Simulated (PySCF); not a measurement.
## What a change does: NMR shielding calculation on C5H10OSi

System: C5H10OSi.
Method of run A: GIAO CAM-B3LYP/pcSseg-1 NMR shielding, non-relativistic, gas phase (PySCF 2.14.0).

The geometry comes from this level: PBE0-D3(BJ)/def2-SVP. Text and figures count atoms from 1; the logs count them from 0 in places.

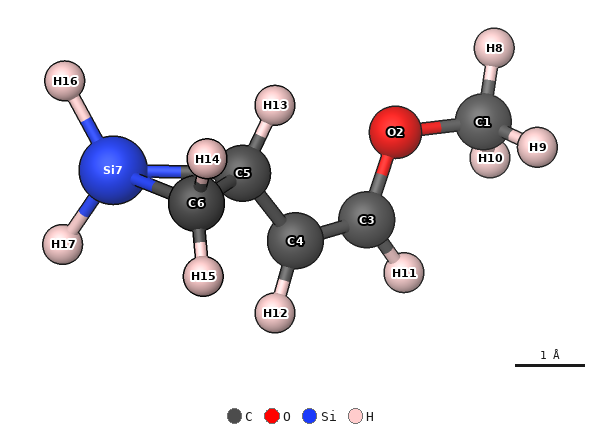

Figure 1. The structure as given in the input (ball-and-stick view, seen at a tilt; atoms are numbered from 1 in the order of the input).

**Input, run A**
```
{"job": {"kind": "nmr", "xc": "CAM-B3LYP", "basis": "pcSseg-1", "pop": false}, "charge": 0, "multiplicity": 1}
C      3.401860     1.453437     0.698747
O      2.099655     1.153713     0.284894
C      1.956212     0.031386    -0.455590
C      0.763699    -0.548349    -0.648094
C     -0.499322    -0.070995    -0.061923
C     -1.624706    -1.080243     0.234669
Si    -2.066479     0.150605    -1.084756
H      3.371432     2.428391     1.202906
H      3.793312     0.700708     1.407288
H      4.097550     1.522826    -0.158216
H      2.870751    -0.363184    -0.916280
H      0.737819    -1.425311    -1.301604
H     -0.354453     0.696554     0.707496
H     -2.089726    -1.015803     1.224140
H     -1.425225    -2.115210    -0.067078
H     -3.000150     1.261771    -0.769683
H     -2.068758    -0.305386    -2.497521
```

The first line tells a small driver script what to run in PySCF; the rest is the geometry in Å.

Command:
```bash
OMP_NUM_THREADS=1 python <driver script> task.json out
```

Hardware: 1 CPU thread, shared host.

**Output (run A)**
```
coarse grid: 14344 points
cycle   1  E = -560.8731781791  dE =  9.955e-01  |g| = 5.794e-01  |ddm| = 3.635e+00
cycle   2  E = -560.8583845694  dE =  1.479e-02  |g| = 6.791e-01  |ddm| = 1.024e+00
cycle   3  E = -560.9442281045  dE = -8.584e-02  |g| = 6.047e-02  |ddm| = 5.739e-01
cycle   4  E = -560.9447710056  dE = -5.429e-04  |g| = 2.887e-02  |ddm| = 6.177e-02
cycle   5  E = -560.9449484196  dE = -1.774e-04  |g| = 9.556e-03  |ddm| = 3.093e-02
cycle   6  E = -560.9449687269  dE = -2.031e-05  |g| = 2.796e-03  |ddm| = 1.080e-02
cycle   7  E = -560.9449706659  dE = -1.939e-06  |g| = 4.766e-04  |ddm| = 2.805e-03
final grid: 132896 points
cycle   8  E = -561.0101813078  dE = -2.520e-05  |g| = 3.925e-03  |ddm| = 1.524e-02
cycle   9  E = -561.0101811649  dE =  1.429e-07  |g| = 4.148e-03  |ddm| = 5.982e-03
cycle  10  E = -561.0101847524  dE = -3.588e-06  |g| = 6.104e-04  |ddm| = 3.127e-03
cycle  11  E = -561.0101848233  dE = -7.085e-08  |g| = 1.475e-04  |ddm| = 6.142e-04
cycle  12  E = -561.0101848280  dE = -4.726e-09  |g| = 5.809e-05  |ddm| = 1.877e-04
cycle  13  E = -561.0101848288  dE = -7.644e-10  |g| = 7.625e-06  |ddm| = 5.173e-05
converged SCF energy = -561.0101848288

GIAO shielding tensors (ppm)
atom      isotropic    diamagn.    paramagn.     s11        s22        s33       span
  0 C      123.360     238.546    -115.186     91.295     97.553    181.232     89.937
  1 O      255.062     403.493    -148.431    155.616    296.006    313.565    157.949
  2 C       31.043     252.697    -221.654    -66.932     72.306     87.755    154.687
  3 C       63.105     254.004    -190.899    -44.868     98.214    135.970    180.838
  4 C      178.018     250.005     -71.987    142.470    175.926    215.658     73.188
  5 C      184.026     252.350     -68.323    150.935    191.692    209.452     58.518
  6 Si     478.261     881.070    -402.808    370.336    396.643    667.805    297.469
  7 H       27.553      27.200       0.353     23.737     25.553     33.367      9.630
  8 H       27.911      27.367       0.544     24.001     25.782     33.951      9.951
  9 H       27.893      26.182       1.711     24.382     25.693     33.605      9.223
 10 H       25.586      31.418      -5.832     23.208     25.307     28.243      5.035
 11 H       27.327      32.393      -5.065     24.661     25.930     31.392      6.731
 12 H       29.307      33.277      -3.971     22.342     28.998     36.581     14.239
 13 H       30.527      30.264       0.262     24.922     26.744     39.914     14.992
 14 H       31.063      30.799       0.263     26.183     27.735     39.271     13.088
 15 H       28.523      29.927      -1.404     23.569     26.000     36.000     12.430
 16 H       28.782      30.118      -1.336     23.821     26.994     35.532     11.711
```

For run B the input was changed thus:
```diff
-"xc": "CAM-B3LYP"
+"xc": "PBE0"
-"pop": false
```

How does run B compare with run A?

The total energies belong to different methods, so their difference says nothing on which is more stable or more accurate. The HOMO goes from −6.86 to −5.64 eV. The LUMO goes from 1.35 to 0.29 eV. The dipole moment goes from 1.33 to 1.41 D. Of all shieldings, the largest change is that of O2, by −7.5 ppm. The functional changes from CAM-B3LYP to PBE0. The SCF takes 14 iterations against 13.

**Output (run B)**
```
coarse grid: 14344 points
cycle   1  E = -560.5724080785  dE =  8.401e-01  |g| = 5.792e-01  |ddm| = 3.681e+00
cycle   2  E = -560.4899182654  dE =  8.249e-02  |g| = 8.356e-01  |ddm| = 1.400e+00
cycle   3  E = -560.6478211780  dE = -1.579e-01  |g| = 7.144e-02  |ddm| = 9.199e-01
cycle   4  E = -560.6488059952  dE = -9.848e-04  |g| = 2.869e-02  |ddm| = 8.324e-02
cycle   5  E = -560.6489921091  dE = -1.861e-04  |g| = 9.471e-03  |ddm| = 3.150e-02
cycle   6  E = -560.6490087113  dE = -1.660e-05  |g| = 4.580e-03  |ddm| = 1.203e-02
cycle   7  E = -560.6490136266  dE = -4.915e-06  |g| = 5.236e-04  |ddm| = 4.324e-03
final grid: 132896 points
cycle   8  E = -560.7011299153  dE = -2.081e-05  |g| = 1.138e-02  |ddm| = 2.804e-02
cycle   9  E = -560.7010934481  dE =  3.647e-05  |g| = 1.752e-02  |ddm| = 2.183e-02
cycle  10  E = -560.7011556888  dE = -6.224e-05  |g| = 2.043e-03  |ddm| = 1.496e-02
cycle  11  E = -560.7011567301  dE = -1.041e-06  |g| = 3.103e-04  |ddm| = 2.119e-03
cycle  12  E = -560.7011567508  dE = -2.075e-08  |g| = 1.142e-04  |ddm| = 3.554e-04
cycle  13  E = -560.7011567538  dE = -2.961e-09  |g| = 2.268e-05  |ddm| = 1.076e-04
cycle  14  E = -560.7011567539  dE = -1.235e-10  |g| = 8.755e-06  |ddm| = 3.568e-05
converged SCF energy = -560.7011567539

GIAO shielding tensors (ppm)
atom      isotropic    diamagn.    paramagn.     s11        s22        s33       span
  0 C      125.757     239.905    -114.149     94.420     99.953    182.898     88.478
  1 O      247.554     403.140    -155.586    144.039    287.808    310.816    166.777
  2 C       36.053     252.947    -216.894    -56.480     74.088     90.551    147.032
  3 C       68.755     254.038    -185.284    -33.593    101.736    138.121    171.714
  4 C      177.576     250.565     -72.989    141.870    177.082    213.774     71.904
  5 C      184.667     253.026     -68.358    152.839    192.106    209.057     56.218
  6 Si     484.400     881.313    -396.914    379.693    403.301    670.206    290.514
  7 H       27.508      27.226       0.282     23.684     25.460     33.381      9.697
  8 H       27.861      27.322       0.538     23.952     25.699     33.931      9.978
  9 H       27.828      26.150       1.679     24.317     25.600     33.568      9.252
 10 H       25.470      31.270      -5.801     23.097     25.289     28.023      4.926
 11 H       27.254      32.293      -5.039     24.512     25.894     31.357      6.845
 12 H       29.112      33.129      -4.017     22.172     28.763     36.401     14.229
 13 H       30.383      30.195       0.188     24.760     26.513     39.877     15.117
 14 H       30.914      30.718       0.195     26.025     27.505     39.211     13.186
 15 H       28.403      29.803      -1.400     23.375     25.893     35.941     12.565
 16 H       28.703      29.984      -1.281     23.683     26.933     35.493     11.811
```

**The two runs side by side**

| quantity | run A | run B |
| --- | --- | --- |
| outcome | converged | converged |
| total energy (hartree) | −561.010185 | −560.701157 |
| HOMO (eV) | −6.86 | −5.64 |
| LUMO (eV) | 1.35 | 0.29 |
| dipole moment (D) | 1.33 | 1.41 |
| shielding of C1 (ppm) | 123.4 | 125.8 |
| shielding of O2 (ppm) | 255.1 | 247.6 |
| shielding of C3 (ppm) | 31.0 | 36.1 |
| shielding of C4 (ppm) | 63.1 | 68.8 |
| shielding of C5 (ppm) | 178.0 | 177.6 |
| shielding of C6 (ppm) | 184.0 | 184.7 |
| shielding of Si7 (ppm) | 478.3 | 484.4 |
| SCF iterations | 13 | 14 |
| basis functions | 176 | 176 |
| wall time (shared host) | 21 s | 17 s |
